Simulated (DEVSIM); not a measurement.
Structure: W/HfO2/p-Si capacitor, at 500 K.

| layer (left to right) | material | thickness (nm) | Na (cm⁻³) |
|---|---|---|---|
| 1 | HfO2 | 18.0 | - |
| 2 | Si | 5500 | 1.1e16 |

Metal gate on the left, work function 4.6 eV. Fixed charge at the semiconductor interface -4.6e11 cm⁻² (in units of +e); no interface traps.

The device is made up for the run: typed textbook-type constants, with dimensions and the other settings drawn at random. Values at 300 K; Nc and Nv go as T^1.5, mobilities as T to minus their exponent, the gap by Varshni's rule with the affinity fixed.

```
parameter         HfO2        Si
----------------  ----  --------
gap (eV)           5.7     1.124
affinity (eV)      2.5      4.05
permittivity        22      11.7
Nc (cm⁻³)            -   2.86e19
Nv (cm⁻³)            -    3.1e19
Varshni α (eV/K)     -  0.000473
Varshni β (K)        -       636
```

Model (solved in DEVSIM): 1D Poisson equation in equilibrium, Boltzmann statistics, complete ionisation; no quantum confinement or tunnelling. Metal contacts follow the ideal Schottky-Mott rule: no Fermi-level pinning, no interface dipoles.

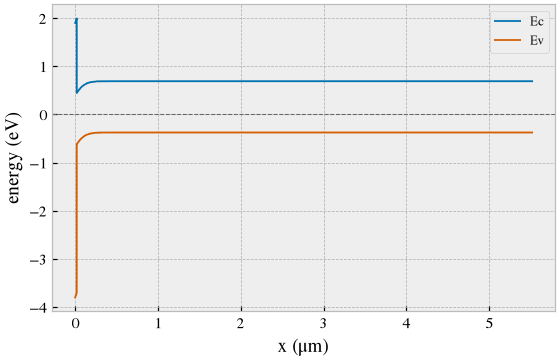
Figure: Band edges at 0.2 V on the gate

Energies count from the Fermi level of the right contact; mesh points crowd at the junctions.

```
x (μm)    Ec (eV)  Ev (eV)  n (cm⁻³)  p (cm⁻³)  field (V/cm)
--------  -------  -------  --------  --------  ------------
0.000       1.900   -3.800     < 1e2     < 1e2         52000
0.001540    1.908   -3.792     < 1e2     < 1e2         52000
0.004850    1.925   -3.775     < 1e2     < 1e2         52000
0.01117     1.958   -3.742     < 1e2     < 1e2         52000
0.01642     1.986   -3.714     < 1e2     < 1e2         52000
0.01798     1.994   -3.706     < 1e2     < 1e2         68000
0.01955     0.448   -0.617    1.9e15    4.0e13         27000
0.02570     0.464   -0.601    1.3e15    5.8e13         25000
0.03823     0.494   -0.571    6.4e14    1.2e14         23000
0.06847     0.556   -0.510    1.5e14    4.9e14         18000
0.1415      0.646   -0.419    1.9e13    3.9e15          7500
0.4249      0.690   -0.375    6.8e12    1.1e16            38
1.002       0.690   -0.375    6.8e12    1.1e16           ≈ 0
2.393       0.690   -0.375    6.8e12    1.1e16           ≈ 0
4.524       0.690   -0.375    6.8e12    1.1e16           ≈ 0
5.107       0.690   -0.375    6.8e12    1.1e16           ≈ 0
5.348       0.690   -0.375    6.8e12    1.1e16           ≈ 0
5.448       0.690   -0.375    6.8e12    1.1e16           ≈ 0
5.497       0.690   -0.375    6.8e12    1.1e16           ≈ 0
5.510       0.690   -0.375    6.8e12    1.1e16           ≈ 0
5.515       0.690   -0.375    6.8e12    1.1e16           ≈ 0
5.518       0.690   -0.375    6.8e12    1.1e16           ≈ 0
```
